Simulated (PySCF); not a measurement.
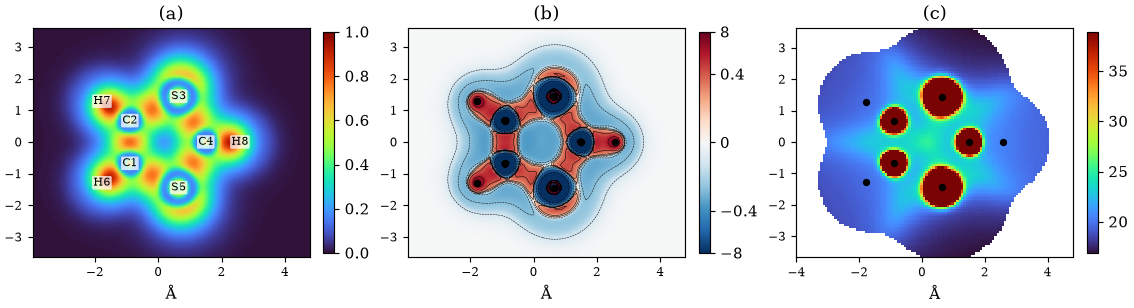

*C3H3S2, charge +1, SMILES `c1cs[cH+]s1`. Three fields in the molecular plane. (b): red positive, blue negative.*

PySCF calculation, PBE0/def2-TZVP, gas phase; geometry: GFN2-xTB. No frequency check shows the geometry to be a minimum. GFN2-xTB bond lengths at metals and heavier atoms can be off by up to 0.1 Å and shapes distorted, which carries into these values.

Input script:

```python
import numpy as np
from pyscf import gto, scf, dft
from pyscf.scf import atom_ks, atom_hf
from scipy.linalg import block_diag

def solve(mol, dm0=None, hcore=None):
    mf = (dft.UKS if mol.spin else dft.RKS)(mol, xc='pbe0')
    mf.grids.level = 3
    mf = mf.density_fit(auxbasis='def2-universal-jkfit')
    mf.conv_tol, mf.max_cycle = 1e-8, 80
    if hcore is not None:
        mf.get_hcore = lambda *args: hcore
    mf.kernel(dm0)
    if not mf.converged:
        mf = mf.newton().run(mf.mo_coeff, mf.mo_occ, max_cycle=30)
    assert mf.converged, 'SCF not converged'
    return mf

mol = gto.M(atom='''
C     -0.67385     1.23166     0.00000
C      0.67380     1.23167     0.00000
S      1.44024    -0.30533     0.00000
C      0.00008    -1.16607     0.00000
S     -1.44025    -0.30536     0.00000
H     -1.28892     2.11531     0.00000
H      1.28886     2.11534     0.00000
H     -0.00003    -2.24316     0.00000
''', basis='def2-tzvp', charge=1, spin=0, verbose=4)
mf = solve(mol)
mf.analyze()
# spherically averaged free atoms, for the promolecule
atm = atom_ks.get_atm_nrks(mol, xc='pbe0')
pro = block_diag(*[(atm[a[0]][2] * atm[a[0]][3]) @ atm[a[0]][2].T for a in mol._atom])
np.savez('result.npz', e=mf.e_tot, c=mf.mo_coeff, occ=mf.mo_occ, eps=mf.mo_energy, pro=pro, dip=mf.dip_moment(verbose=0), s2=mf.spin_square()[0])
```

Command:

```sh
OMP_NUM_THREADS=1 python input.py
```

The run took 38 s on 1 thread of Intel(R) Xeon(R) Processor @ 2.50GHz (Skylake/Cascade Lake), with other jobs on the host, peak memory 0.68 GiB.

Partitions, critical points and surface values were worked out afterwards from this run's density.

Q: The panels show, in some order, the negative Laplacian of the density (−∇²ρ), localised orbital locator (LOL) and average local ionisation energy. Which is which?

A: (a) is the localised orbital locator (LOL): it runs from 0 to 1, peaks where electrons are localised, as in bonds, and fades smoothly outside. (b) is the negative Laplacian of the density (−∇²ρ): shells alternate in sign around each nucleus and valence concentrations outline the bonding and non-bonding pairs. (c) is the average local ionisation energy: it is high near the heavier nuclei and lowest where loosely bound electrons reach out.
